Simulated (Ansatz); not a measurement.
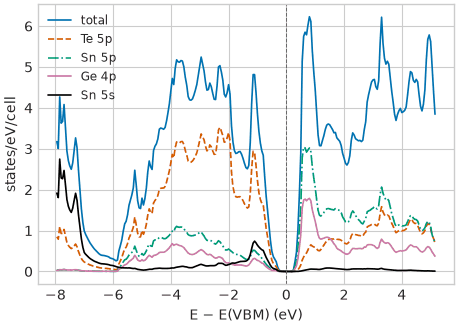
Fig. 1. Total and projected density of states of Sn2GeTe3 in space group P-3m1 (No. 164; Sn on 2d, Ge on 1b, Te on 2d, Te on 1a), plane-wave PAW r²SCAN (Ansatz code)

Which orbitals carry the states next to the gap?

Top 1 eV of the valence band: Te 5p 57 %, Sn 5s 18 %, Sn 5p 11 %, Ge 4p 7 %. Bottom 1 eV of the conduction band: Sn 5p 49 %, Ge 4p 29 %, Te 5p 10 %, Te 5s 7 %. Projections are on Löwdin-orthogonalised atomic valence shells; empty p or d shells of many metals are not among them.

Where is the tallest occupied peak in this window, and what makes it?

Near -2.9 eV, about 5.2 states/eV per cell; the largest projected share is Te 5p.

The first step of the workflow began from a Materials Project structure, measured or hypothetical; the Crystallography Open Database copy checked does not list it. With Sn and Ge taken as one species the cell has the higher symmetry Fm-3m, so it may be an ordered model of a mixed-site phase. Its standing as an ambient phase is unchecked. The r²SCAN relaxation kept the symmetry of its start. At this level the phase is dynamically unstable (imaginary phonons). Spin–orbit coupling is left out wherever it is not named.

Potentials: the later of the program's two PAW sets.
